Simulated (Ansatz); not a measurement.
Ru (hcp, Mg type)

```
CELL_PARAMETERS angstrom
      2.72203     0.00000     0.00000
     -1.36102     2.35735     0.00000
      0.00000     0.00000     4.29074
ATOMIC_POSITIONS crystal
  Ru 0.33333 0.66667 0.75000
  Ru 0.66667 0.33333 0.25000
```

Scan: atom 1 (Ru, nearest neighbour Ru at 2.659 Å; its periodic images, 2.7 Å or more away, move with it) is displaced towards the nearest neighbour, direction (-0.512, -0.295, -0.807) in Cartesian axes, by s. The other atoms stay.

Calculation: PBE (plane waves to 420 eV, PAW, scalar-relativistic; Ansatz, a first-principles code). k mesh 16×16×9 (Γ-centred), Fermi-Dirac smearing 0.05 eV. Energies are smeared free energies. Left out: 1 of 11 points, with atoms too close for the PAW data. With partly filled bands, energies and forces of such displacements shift with the k mesh and the smearing. Ru is run without spin polarisation. Ru was relaxed with its symmetry unable to fall. The PAW data are Ansatz's earlier set. ΔE is measured from the undisplaced structure.

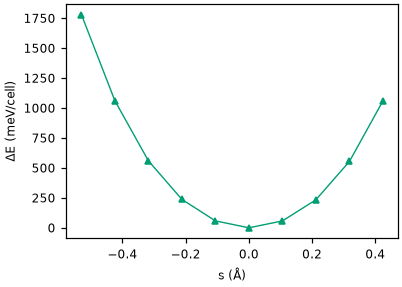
Figure. ΔE (meV/cell) against s (Å); one marker a computed point.

The force along the line at s = -0.530 Å is 8.00 eV/Å and the energy at s = 0.424 Å is 1059 meV/cell. The force constant k = d²E/ds² at s = 0 (finite differences) comes out as 10.1 eV/Å². Harmonic estimate at the end of the scan: ½ks² = 911 meV/cell against the computed 1059 meV/cell, so the well is stiffer than harmonic there. Symmetry of the curve: even: the same for both signs.

The forces along the line at the two nearest points give (1.100 − (-1.086)) / (2·0.106) = 10.31 eV/Å²; the next pair corrects for the finite step.

(A displaced cell: forces are minus the slopes of the energy, force constants its curvatures, and phonons follow from these.)
